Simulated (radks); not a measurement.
# Polarisabilities and dispersion coefficients of Kr, Rb⁺, Sr²⁺ and others

Aim: static dipole polarisabilities and C6 coefficients, each species in its NIST ground configuration. After each ground state the linear response is solved; its values go to the run's result record, not to the log. Response by self-consistent Sternheimer equations with the Hartree and adiabatic LDA kernel.

Method: non-relativistic Kohn-Sham, LDA (Slater exchange, Perdew-Wang correlation), spin-polarised, spherical densities, point nucleus. Code: radks (a radial shooting solver on a logarithmic mesh, Libxc functionals) version 1.

**1. The atom as given**

* species: Kr ([Kr]), Rb⁺ ([Kr]), Sr²⁺ ([Kr]), Zr⁴⁺ ([Kr]), Nb⁵⁺ ([Kr]), Mo⁶⁺ ([Kr]), Tc⁷⁺ ([Kr]), Ru⁸⁺ ([Kr])

In the logs a row gives level, spin channel, occupation and eigenvalue; Etot, Ekin, Encl (electron-nucleus), Eh (Hartree) and Exc are energies, all in hartree; err is the last residual, it the number of iterations.

**2. Kr, [Kr]**

Input:

```text
Z 36
configuration [Kr]
relativity non-relativistic
functional lda,pw
spin polarised
nucleus point
response adiabatic LDA kernel
```

Log:

```text
1s      1   1.0000        -509.98306271
2s      1   1.0000         -66.28585962
2p      1   3.0000         -60.01725275
3s      1   1.0000          -9.31500767
3p      1   3.0000          -7.08645170
3d      1   5.0000          -3.07392759
4s      1   1.0000          -0.82045432
4p      1   3.0000          -0.34625579
1s      2   1.0000        -509.98306271
2s      2   1.0000         -66.28585962
2p      2   3.0000         -60.01725275
3s      2   1.0000          -9.31500767
3p      2   3.0000          -7.08645170
3d      2   5.0000          -3.07392759
4s      2   1.0000          -0.82045432
4p      2   3.0000          -0.34625579
Etot -2750.1333060673105
Ekin 2747.8105542671183
Encl -6577.852465768878
Eh 1171.712571333887
Exc -91.80396589943784
err 3.129574908816431e-09
it 14
```

Highest occupied level: 4p at -9.422 eV. The response step gives α = 18.04 bohr³ (27.78 without the induced potential) and C6 = 140.8 hartree bohr⁶.

Radial moments (bohr):

| level | occupation | energy (eV) | <r> | outermost maximum (interpolated) | 90 % within | nodes |
| --- | --- | --- | --- | --- | --- | --- |
| 1s | 2 | -13877.3 | 0.04250 | 0.0281 | 0.0756 | 0 |
| 2s | 2 | -1803.7 | 0.1881 | 0.158 | 0.290 | 1 |
| 2p | 6 | -1633.2 | 0.1620 | 0.125 | 0.264 | 0 |
| 3s | 2 | -253.47 | 0.5427 | 0.477 | 0.807 | 2 |
| 3p | 6 | -192.83 | 0.5462 | 0.468 | 0.833 | 1 |
| 3d | 10 | -83.646 | 0.5543 | 0.409 | 0.908 | 0 |
| 4s | 2 | -22.326 | 1.599 | 1.36 | 2.38 | 3 |
| 4p | 6 | -9.422 | 1.950 | 1.55 | 3.02 | 2 |

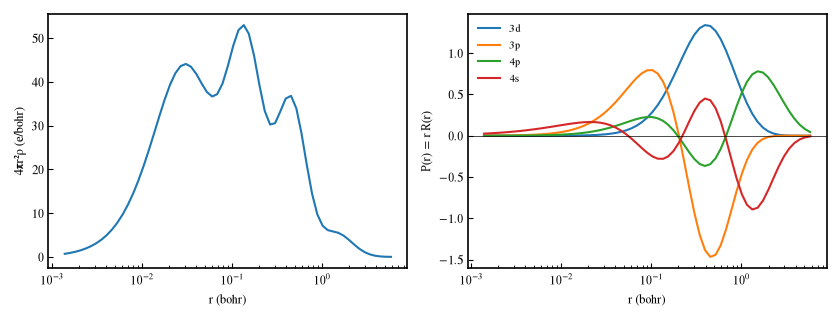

Radial density (left) and radial functions of outer levels (right).

**3. Rb⁺, [Kr]**

Changes since step 2:

```diff
@@ -1,2 +1,2 @@
-Z 36
+Z 37
 configuration [Kr]
```

Log:

```text
1s      1   1.0000        -541.16931784
2s      1   1.0000         -71.50315523
2p      1   3.0000         -64.99662218
3s      1   1.0000         -10.72559504
3p      1   3.0000          -8.37713719
3d      1   5.0000          -4.12721179
4s      1   1.0000          -1.34544023
4p      1   3.0000          -0.80067427
1s      2   1.0000        -541.16931784
2s      2   1.0000         -71.50315523
2p      2   3.0000         -64.99662218
3s      2   1.0000         -10.72559504
3p      2   3.0000          -8.37713719
3d      2   5.0000          -4.12721179
4s      2   1.0000          -1.34544023
4p      2   3.0000          -0.80067427
Etot -2936.1680767872654
Ekin 2933.7946044245846
Encl -7005.777982872361
Eh 1231.4491234817883
Exc -95.63382182127765
err 2.286691486091583e-09
it 14
```

4p is the highest filled level (-21.787 eV). The response step gives α = 9.514 bohr³ (14.98 without the induced potential) and C6 = 58.02 hartree bohr⁶.

**4. Sr²⁺, [Kr]**

Changes since step 3:

```diff
@@ -1,2 +1,2 @@
-Z 37
+Z 38
 configuration [Kr]
```

Log:

```text
1s      1   1.0000        -573.38631416
2s      1   1.0000         -77.00668525
2p      1   3.0000         -70.26086767
3s      1   1.0000         -12.28506365
3p      1   3.0000          -9.81530247
3d      1   5.0000          -5.32687283
4s      1   1.0000          -1.96016118
4p      1   3.0000          -1.34457151
1s      2   1.0000        -573.38631416
2s      2   1.0000         -77.00668525
2p      2   3.0000         -70.26086767
3s      2   1.0000         -12.28506365
3p      2   3.0000          -9.81530247
3d      2   5.0000          -5.32687283
4s      2   1.0000          -1.96016118
4p      2   3.0000          -1.34457151
Etot -3128.814488686362
Ekin 3126.394406520175
Encl -7445.8595105374225
Eh 1290.081944181085
Exc -99.4313288501993
err 1.024888515412632e-09
it 14
```

4p is the highest filled level (-36.588 eV). The response step gives α = 5.997 bohr³ (9.541 without the induced potential) and C6 = 29.92 hartree bohr⁶.

**5. Zr⁴⁺, [Kr]**

Changes since step 4:

```diff
@@ -1,2 +1,2 @@
-Z 38
+Z 40
 configuration [Kr]
```

Log:

```text
1s      1   1.0000        -640.87668356
2s      1   1.0000         -88.83406716
2p      1   3.0000         -81.60611354
3s      1   1.0000         -15.80984432
3p      1   3.0000         -13.09393112
3d      1   5.0000          -8.12613745
4s      1   1.0000          -3.42683070
4p      1   3.0000          -2.67012546
1s      2   1.0000        -640.87668356
2s      2   1.0000         -88.83406716
2p      2   3.0000         -81.60611354
3s      2   1.0000         -15.80984432
3p      2   3.0000         -13.09393112
3d      2   5.0000          -8.12613745
4s      2   1.0000          -3.42683070
4p      2   3.0000          -2.67012546
Etot -3533.8557993963877
Ekin 3531.351136482298
Encl -8363.540812384617
Eh 1405.2985593591943
Exc -106.9646828532629
err 6.095637508499974e-09
it 14
```

The top filled level is 4p, -72.658 eV. The response step gives α = 3.045 bohr³ (4.879 without the induced potential) and C6 = 10.99 hartree bohr⁶.

**6. Nb⁵⁺, [Kr]**

Changes since step 5:

```diff
@@ -1,2 +1,2 @@
-Z 40
+Z 41
 configuration [Kr]
```

Log:

```text
1s      1   1.0000        -676.14092746
2s      1   1.0000         -95.14780711
2p      1   3.0000         -87.67721169
3s      1   1.0000         -17.76427066
3p      1   3.0000         -14.92378793
3d      1   5.0000          -9.71549258
4s      1   1.0000          -4.27077434
4p      1   3.0000          -3.44386177
1s      2   1.0000        -676.14092746
2s      2   1.0000         -95.14780711
2p      2   3.0000         -87.67721169
3s      2   1.0000         -17.76427066
3p      2   3.0000         -14.92378793
3d      2   5.0000          -9.71549258
4s      2   1.0000          -4.27077434
4p      2   3.0000          -3.44386177
Etot -3746.222740072281
Ekin 3743.6791110302684
Encl -8841.39858609391
Eh 1462.2064480343981
Exc -110.70971304303708
err 5.805987617921994e-09
it 14
```

4p is the highest filled level (-93.712 eV). The response step gives α = 2.326 bohr³ (3.730 without the induced potential) and C6 = 7.328 hartree bohr⁶.

**7. Mo⁶⁺, [Kr]**

Changes since step 6:

```diff
@@ -1,2 +1,2 @@
-Z 41
+Z 42
 configuration [Kr]
```

Log:

```text
1s      1   1.0000        -712.41430336
2s      1   1.0000        -101.72414334
2p      1   3.0000         -94.00997497
3s      1   1.0000         -19.84228756
3p      1   3.0000         -16.87639436
3d      1   5.0000         -11.42722590
4s      1   1.0000          -5.18533880
4p      1   3.0000          -4.28842630
1s      2   1.0000        -712.41430336
2s      2   1.0000        -101.72414334
2p      2   3.0000         -94.00997497
3s      2   1.0000         -19.84228756
3p      2   3.0000         -16.87639436
3d      2   5.0000         -11.42722590
4s      2   1.0000          -5.18533880
4p      2   3.0000          -4.28842630
Etot -3965.140886651843
Ekin 3962.5600901462917
Encl -9332.032421526908
Eh 1518.7754409144636
Exc -114.44399618568953
err 4.860437924290922e-09
it 14
```

The top filled level is 4p, -116.69 eV. The response step gives α = 1.831 bohr³ (2.936 without the induced potential) and C6 = 5.093 hartree bohr⁶.

**8. Tc⁷⁺, [Kr]**

Changes since step 7:

```diff
@@ -1,2 +1,2 @@
-Z 42
+Z 43
 configuration [Kr]
```

Log:

```text
1s      1   1.0000        -749.69509666
2s      1   1.0000        -108.56103371
2p      1   3.0000        -100.60243699
3s      1   1.0000         -22.04169597
3p      1   3.0000         -18.94964721
3d      1   5.0000         -13.25932967
4s      1   1.0000          -6.16902699
4p      1   3.0000          -5.20229141
1s      2   1.0000        -749.69509666
2s      2   1.0000        -108.56103371
2p      2   3.0000        -100.60243699
3s      2   1.0000         -22.04169597
3p      2   3.0000         -18.94964721
3d      2   5.0000         -13.25932967
4s      2   1.0000          -6.16902699
4p      2   3.0000          -5.20229141
Etot -4190.6031249167645
Ekin 4187.986743236661
Encl -9835.488044356909
Eh 1575.0675228100042
Exc -118.16934660652069
err 4.103594691041159e-09
it 14
```

Highest occupied level: 4p at -141.56 eV. The response step gives α = 1.475 bohr³ (2.363 without the induced potential) and C6 = 3.657 hartree bohr⁶.

**9. Ru⁸⁺, [Kr]**

Changes since step 8:

```diff
@@ -1,2 +1,2 @@
-Z 43
+Z 44
 configuration [Kr]
```

Log:

```text
1s      1   1.0000        -787.98203406
2s      1   1.0000        -115.65691981
2p      1   3.0000        -107.45310678
3s      1   1.0000         -24.36082873
3p      1   3.0000         -21.14196174
3d      1   5.0000         -15.21029363
4s      1   1.0000          -7.22072435
4p      1   3.0000          -6.18431355
1s      2   1.0000        -787.98203406
2s      2   1.0000        -115.65691981
2p      2   3.0000        -107.45310678
3s      2   1.0000         -24.36082873
3p      2   3.0000         -21.14196174
3d      2   5.0000         -15.21029363
4s      2   1.0000          -7.22072435
4p      2   3.0000          -6.18431355
Etot -4422.603730721495
Ekin 4419.953175730716
Encl -10351.798784372491
Eh 1631.129015647108
Exc -121.88713772682709
err 3.876490444520021e-09
it 14
```

The top filled level is 4p, -168.28 eV. The response step gives α = 1.210 bohr³ (1.937 without the induced potential) and C6 = 2.696 hartree bohr⁶.

**10. Summary of results**

| species | −ε(HOMO) (eV) | α (bohr³) | α uncoupled (bohr³) | C6 (hartree bohr⁶) | C8 (hartree bohr⁸) | recommended α (bohr³) |
| --- | --- | --- | --- | --- | --- | --- |
| Kr | 9.422 | 18.04 | 27.78 | 140.8 | 4612 | 16.78 |
| Rb⁺ | 21.787 | 9.514 | 14.98 | 58.02 | 1315 | - |
| Sr²⁺ | 36.588 | 5.997 | 9.541 | 29.92 | 520.7 | - |
| Zr⁴⁺ | 72.658 | 3.045 | 4.879 | 10.99 | 129.2 | - |
| Nb⁵⁺ | 93.712 | 2.326 | 3.730 | 7.328 | 73.44 | - |
| Mo⁶⁺ | 116.69 | 1.831 | 2.936 | 5.093 | 44.25 | - |
| Tc⁷⁺ | 141.56 | 1.475 | 2.363 | 3.657 | 27.90 | - |
| Ru⁸⁺ | 168.28 | 1.210 | 1.937 | 2.696 | 18.24 | - |

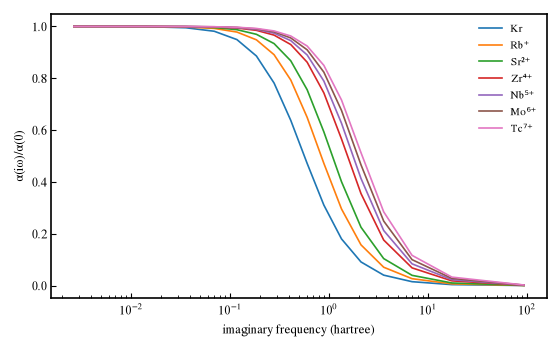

Polarisability at imaginary frequency, each scaled by its static value.

In words: Uncoupled leaves out the potential induced by the response; C6 and C8 are for like pairs. Kr is the most polarisable and Ru⁸⁺ the least, a factor 14.9 apart. For the pair Kr–Ru⁸⁺ the Casimir-Polder integral gives C6 = 15.94, the rule 2·Ca·Cb/(Ca·αb/αa + Cb·αa/αb) on the like-pair values 15.29. Against the recommended values (Schwerdtfeger and Nagle, 2023 table) the misses are Kr +8 %. C8 is given only where no p, d or f shell is open.
